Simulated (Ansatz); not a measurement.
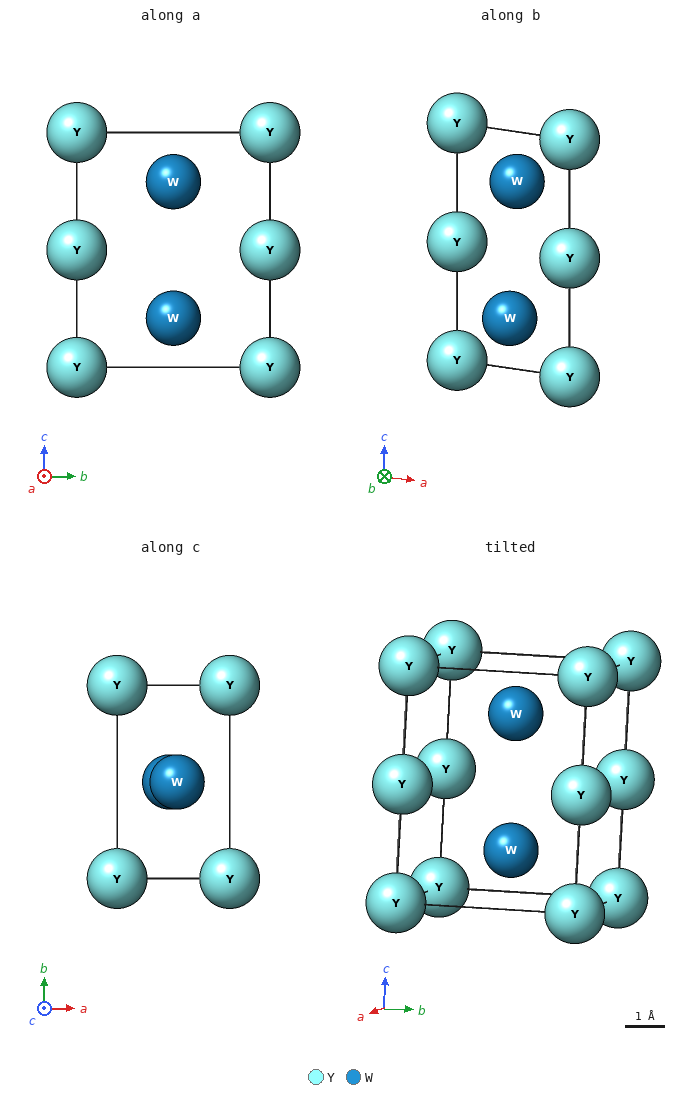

Spheres-only representation of a periodic structure, projected along the a axis, along the b axis, along the c axis and slightly off an axis. One conventional unit cell is framed, with atoms on its boundary repeated.

Lattice parameters: a = 2.9229 Å, b = 4.9645 Å, c = 6.1003 Å, α = 90.000°, β = 98.321°, γ = 90.000°.

Q: Convert the drawing into a CIF with its space group and independent sites, with free fractional coordinates to two decimals.

A:
```cif
data_structure
_symmetry_space_group_name_H-M 'P 2/m'
_symmetry_Int_Tables_number 10
_cell_length_a 2.9229
_cell_length_b 4.9645
_cell_length_c 6.1003
_cell_angle_alpha 90.000
_cell_angle_beta 98.321
_cell_angle_gamma 90.000
_cell_volume 87.59
loop_
_atom_site_label
_atom_site_type_symbol
_atom_site_symmetry_multiplicity
_atom_site_Wyckoff_symbol
_atom_site_fract_x
_atom_site_fract_y
_atom_site_fract_z
_atom_site_occupancy
Y1 Y 1 a 0.00 0.00 0.00 1
Y2 Y 1 c 0.00 0.00 0.50 1
W1 W 2 n 0.47 0.50 0.21 1
```

The structure comes from a structure type filled with these elements by a generator (whether the compound takes this form wasn't checked). The geometry was optimised with Ansatz 0.2.0, DFT PBE, scalar-relativistic, plane waves, PAW.
